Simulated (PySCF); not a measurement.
# BH2F (SMILES [H]B([H])F): QCISD(T)/STO-3G

What is the energy change on altering one bond length of BH2F at QCISD(T)/STO-3G? The job is set up through a Python script.

Program for the calculation: PySCF 2.14.0.

7 further runs of the same task are left out: 7 set aside as unsound or not needed.

## (1) The system as given

The species is BH2F (4 atoms), meant as a singlet with charge 0. SMILES: `[H]B([H])F`. The coordinates come from a GFN2-xTB relaxation.

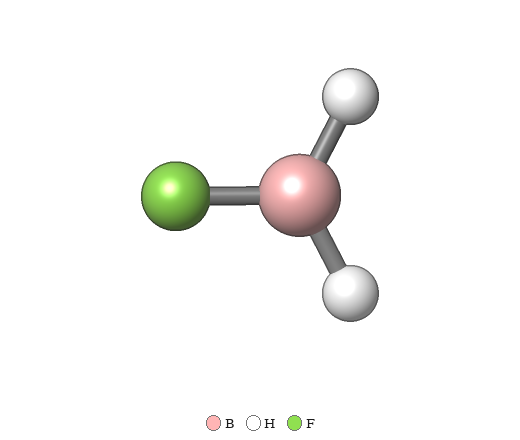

Viewed from a chosen angle; boron pink, hydrogen white, fluorine green.

## (2) A single-point energy at QCISD(T)/STO-3G

Contents of input.py:

```python
from pyscf import gto, scf, cc

molecule = gto.M(
    atom='''
B      0.029990     0.049200     0.000600
H      1.198420    -0.033970     0.015630
H     -0.578270     1.050180    -0.019450
F     -0.650140    -1.065400     0.003230
''',
    max_memory=1860,
    verbose=4,
    basis='sto-3g',
)

calc0 = scf.RHF(molecule)
calc0.conv_tol = 1e-10
calc0.kernel()
if not calc0.converged:
    calc0 = calc0.newton().run(calc0.mo_coeff, calc0.mo_occ)

mycc = cc.QCISD(calc0, frozen=2)
mycc.kernel()
e_t = mycc.qcisd_t()
e_tot = mycc.e_tot + e_t
print('E = %.10f Eh' % e_tot)
```

Launch:

```sh
$ OMP_NUM_THREADS=1 python input.py
```

Output:

```text
PySCF version 2.14.0

[INPUT] num. atoms = 4
[INPUT] num. electrons = 16
[INPUT] charge = 0
[INPUT] spin (= nelec alpha-beta = 2S) = 0
[INPUT] symmetry False subgroup None
[INPUT] Mole.unit = angstrom
[INPUT] Symbol           X                Y                Z      unit          X                Y                Z       unit  Magmom
[INPUT]  1 B      0.029990000000   0.049200000000   0.000600000000 AA    0.056672886476   0.092974525329   0.001133835675 Bohr   0.0
[INPUT]  2 H      1.198420000000  -0.033970000000   0.015630000000 AA    2.264685582201  -0.064193996451   0.029536419327 Bohr   0.0
[INPUT]  3 H     -0.578270000000   1.050180000000  -0.019450000000 AA   -1.092771926052   1.984552581496  -0.036755173123 Bohr   0.0
[INPUT]  4 F     -0.650140000000  -1.065400000000   0.003230000000 AA   -1.228586542625  -2.013314213112   0.006103815382 Bohr   0.0

nuclear repulsion = 27.5083481838548
number of shells = 8
number of NR pGTOs = 36
number of NR cGTOs = 12
basis = sto-3g
ecp = {}

******** <class 'pyscf.scf.hf.RHF'> ********
method = RHF
initial guess = minao
damping factor = 0
level_shift factor = 0
DIIS = <class 'pyscf.scf.diis.CDIIS'>
diis_start_cycle = 1
diis_space = 8
diis_damp = 0
SCF conv_tol = 1e-10
SCF conv_tol_grad = None
SCF max_cycles = 50
direct_scf = True
direct_scf_tol = 1e-13
Set gradient conv threshold to 1e-05
Initial guess from minao.
init E= -123.516737862512
  HOMO = -0.320075766708791  LUMO = 0.167503603090034  gap/eV = 13.26771
cycle= 1 E= -123.543792096525  delta_E= -0.0271  |g|= 0.37  |ddm|= 2.04
  HOMO = -0.347987769481383  LUMO = 0.244309528438372  gap/eV = 16.11723
cycle= 2 E= -123.598918199171  delta_E= -0.0551  |g|= 0.109  |ddm|= 0.639
  HOMO = -0.404589370530591  LUMO = 0.275052652820835  gap/eV = 18.49400
cycle= 3 E= -123.602664776569  delta_E= -0.00375  |g|= 0.0193  |ddm|= 0.145
  HOMO = -0.405628721296072  LUMO = 0.277609417182014  gap/eV = 18.59186
cycle= 4 E= -123.602859501412  delta_E= -0.000195  |g|= 0.00128  |ddm|= 0.0427
  HOMO = -0.405735562911799  LUMO = 0.277064227611416  gap/eV = 18.57993
cycle= 5 E= -123.602860491436  delta_E= -9.9e-07  |g|= 0.000427  |ddm|= 0.00266
  HOMO = -0.405765074757753  LUMO = 0.277133610029755  gap/eV = 18.58262
cycle= 6 E= -123.602860608026  delta_E= -1.17e-07  |g|= 8.6e-05  |ddm|= 0.000984
  HOMO = -0.405745282400496  LUMO = 0.277123034065925  gap/eV = 18.58179
cycle= 7 E= -123.602860615728  delta_E= -7.7e-09  |g|= 1.09e-05  |ddm|= 0.000274
  HOMO = -0.405743416078234  LUMO = 0.277118688936285  gap/eV = 18.58162
cycle= 8 E= -123.602860615832  delta_E= -1.04e-10  |g|= 8.85e-07  |ddm|= 3.22e-05
  HOMO = -0.405743119295871  LUMO = 0.277118790292821  gap/eV = 18.58162
cycle= 9 E= -123.602860615833  delta_E= -4.83e-13  |g|= 5.97e-08  |ddm|= 2.02e-06
  HOMO = -0.405743115688933  LUMO = 0.277118752912732  gap/eV = 18.58162
Extra cycle  E= -123.602860615833  delta_E= -2.84e-14  |g|= 2.81e-08  |ddm|= 1.06e-07
converged SCF energy = -123.602860615833

******** <class 'pyscf.cc.qcisd.QCISD'> ********
QCISD nocc = 6, nmo = 10
frozen orbitals 2
max_cycle = 50
direct = 0
conv_tol = 1e-07
conv_tol_normt = 1e-05
diis_space = 6
diis_start_cycle = 0
diis_start_energy_diff = 1e+09
Init t2, MP2 energy = -123.664388812328  E_corr(MP2) -0.0615281964949243
Init E_corr(QCISD) = -0.0615281964949245
cycle = 1  E_corr(QCISD) = -0.0697234272787235  dE = -0.00819523078  norm(t1,t2) = 0.0536849
cycle = 2  E_corr(QCISD) = -0.0764232290970402  dE = -0.00669980182  norm(t1,t2) = 0.0199123
cycle = 3  E_corr(QCISD) = -0.0780028014451504  dE = -0.00157957235  norm(t1,t2) = 0.0112688
cycle = 4  E_corr(QCISD) = -0.0798505384734429  dE = -0.00184773703  norm(t1,t2) = 0.00514291
cycle = 5  E_corr(QCISD) = -0.0796833366679628  dE = 0.000167201805  norm(t1,t2) = 0.00121869
cycle = 6  E_corr(QCISD) = -0.0796975145958111  dE = -1.41779278e-05  norm(t1,t2) = 0.000149807
cycle = 7  E_corr(QCISD) = -0.0796972339720845  dE = 2.80623727e-07  norm(t1,t2) = 4.49962e-05
cycle = 8  E_corr(QCISD) = -0.0796967968022296  dE = 4.37169855e-07  norm(t1,t2) = 9.18117e-06
cycle = 9  E_corr(QCISD) = -0.0796966293133355  dE = 1.67488894e-07  norm(t1,t2) = 2.77982e-06
cycle = 10  E_corr(QCISD) = -0.0796966539721709  dE = -2.46588353e-08  norm(t1,t2) = 4.7597e-07
QCISD converged
E(QCISD) = -123.6825572698051  E_corr = -0.07969665397217086
QCISD(T) correction = -0.00307077797297734
E = -123.6856280478 Eh
```

Wall time 0.74 s (1 thread of Arm Neoverse V1, shared host); peak memory 0.1 GiB.

## (3) The distorted shape

Contents of job.py:

```python
from pyscf import gto, cc

molecule = gto.Mole()
molecule.atom = 'B 0.370062 0.606511 -0.000715; H 1.538492 0.523341 0.014315; H -0.238198 1.607491 -0.020765; F -0.650140 -1.065400 0.003230'
molecule.spin = 0
molecule.verbose = 3
molecule.basis = 'sto-3g'
molecule.max_memory = 1860
molecule.build()

mf = molecule.RHF()
mf.conv_tol = 1e-10
mf.kernel()
if not mf.converged:
    mf = mf.newton().run(mf.mo_coeff, mf.mo_occ)

mycc = cc.QCISD(mf, frozen=2)
mycc.kernel()
e_t = mycc.qcisd_t()
etot = mycc.e_tot + e_t
print('E = %.10f Eh' % etot)
```

Launch:

```sh
$ OMP_NUM_THREADS=1 python job.py
```

Output:

```text
converged SCF energy = -123.412197004041
E(QCISD) = -123.5306161302497  E_corr = -0.1184191262091135
QCISD(T) correction = -0.00156753362274888
E = -123.5321836639 Eh
```

Wall time 0.89 s (1 thread of Arm Neoverse V1, shared host); peak memory 0.12 GiB.

## (4) Summary of results

At QCISD(T)/STO-3G, 2 core orbitals frozen:

| quantity | value |
| --- | --- |
| first shape: total energy | -123.68563 Eh |
| first shape: dipole moment (Hartree–Fock density) | 0.19 D |
| first shape: HOMO energy (Hartree–Fock orbitals) | -11.04 eV |
| first shape: LUMO energy (Hartree–Fock orbitals) | 7.54 eV |
| first shape: HOMO–LUMO gap (Hartree–Fock orbitals) | 18.58 eV |
| first shape: correlation energy (2 core orbitals frozen) | -82.8 mEh |
| first shape: (T) correction | -3.07 mEh |
| first shape: T1 diagnostic | 0.022 |
| distorted shape: total energy | -123.53218 Eh |
| distorted shape: dipole moment (Hartree–Fock density) | 1.65 D |
| distorted shape: HOMO energy (Hartree–Fock orbitals) | -9.39 eV |
| distorted shape: LUMO energy (Hartree–Fock orbitals) | 5.81 eV |
| distorted shape: HOMO–LUMO gap (Hartree–Fock orbitals) | 15.20 eV |
| distorted shape: correlation energy (2 core orbitals frozen) | -120.0 mEh |
| distorted shape: (T) correction | -1.57 mEh |
| distorted shape: T1 diagnostic | 0.054 |
| energy change with the B1–F4 bond stretched from 1.306 to 1.959 Å | 4.175 eV |

**Reading.** With the B1–F4 bond stretched from 1.306 to 1.959 Å the energy rises by 4.18 eV (403 kJ/mol). The first shape isn't relaxed at this level, so the change isn't measured from a minimum. The minimal basis adds a large error of its own. The T1 diagnostic (first shape) of 0.022 is above the customary mark for such species, so a single reference may not serve. The triples (first shape) make up 3.7 % of the correlation energy. The T1 diagnostic (distorted shape) of 0.054 is above the customary mark for such species, so a single reference may not serve. Mulliken charges (distorted shape) of the mean-field density run from -0.18 on F4 to +0.27 on B1. The triples (distorted shape) make up 1.3 % of the correlation energy.
